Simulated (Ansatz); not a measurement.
The relaxed structure here is a generated cell of V: the first start was made by placing the elements on the sites of a structure type, and the end was not matched to a known phase here, so it may be hypothetical. Known forms of V include space group No. 229.

The end point of a relaxation of V. Space group R-3m (No. 166). All values below come from r2SCAN (plane waves to 500 eV, PAW, scalar-relativistic; Ansatz, a program for electronic structure).

```xyz
1
Lattice="2.1804 1.2589 0.8073 -2.1804 1.2589 0.8073 0.0000 -2.5177 0.8073" Properties=species:S:1:pos:R:3 pbc="T T T"
V      0.0000     0.0000     0.0000
```

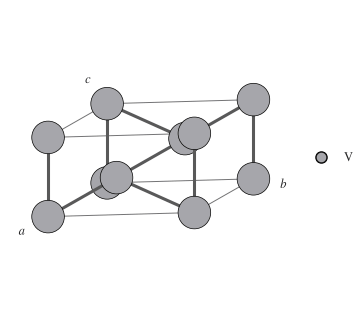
*The conventional cell of the relaxed structure*

```json
{
  "volume_per_atom": "13.30 Å³",
  "density": "6.36 g/cm³",
  "band_gap": "no gap (metallic)",
  "shortest_distances": "V–V 2.42 Å",
  "k-mesh": "23×23×23"
}
```

Band energies at high-symmetry points (eV from the Fermi level; labels of this space group; no spin-orbit coupling), from −5 eV up to 2.6 eV:

```csv
point,energies
Γ,-0.38 0.68 0.68
L,-3.38 -1.08 2.23 2.45
T,-3.20 -3.20
P0,-1.49 -1.49 -0.59
P2,-1.49 -1.49 -0.59
F,-3.45 -1.45 0.94
```

No spin polarisation in the result.

It was reached from a disturbed copy of a I4₁/amd (No. 141) cell (AFLOW prototype A_tI4_141_a (A5, as in Sn)), against which it lies -0.45 eV/atom.
